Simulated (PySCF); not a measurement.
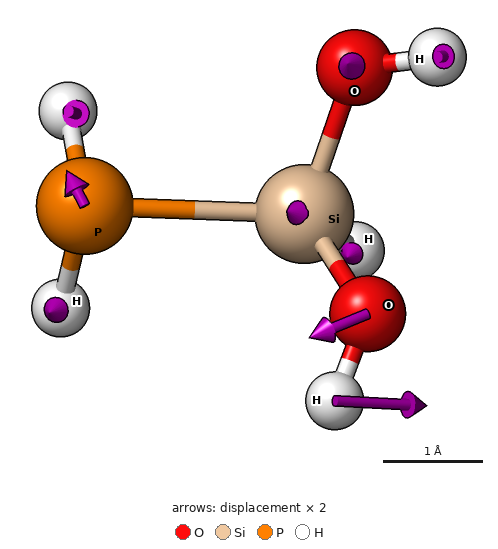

This is a relaxation of SiPH$_{5}$O$_{2}$. The starting structure is drawn; purple arrows show the displacements, magnified 2 times. The two geometries are superimposed by the best rigid fit.

A ball-and-stick model, seen at a tilt.

The start comes from GFN2-xTB.

Level of theory: PySCF, PBE0-D3(BJ)/def2-SVP geometry optimisation, gas phase. 

> Which element moves most?

Hydrogen: up to 0.56 Å, against 0.36 Å for oxygen.

> What did the optimiser do to the structure, and how much energy did it gain?

After 17 geometry steps the energy has fallen by 3.35 kcal/mol. Largest force component: 1 eV/Å at the start, 0.023 eV/Å at the end. An H atom moves most after the best rigid fit: 0.56 Å. Largest moves by element: H 0.56 Å, O 0.36 Å, P 0.21 Å, Si 0.17 Å. Some distances before and after: H–P 1.380 → 1.430 Å, O–Si 1.618 → 1.656 Å, H–Si 1.465 → 1.500 Å, O–Si 1.632 → 1.663 Å. Bond angles that change, for instance: Si–O–H 121.3° → 116.7°, O–Si–O 106.4° → 110.6°, Si–P–H 95.3° → 92.4°. Groups turn about O–Si by about 70°, O–Si by about 30°. The run took of the order of 50 core-seconds on a shared host.
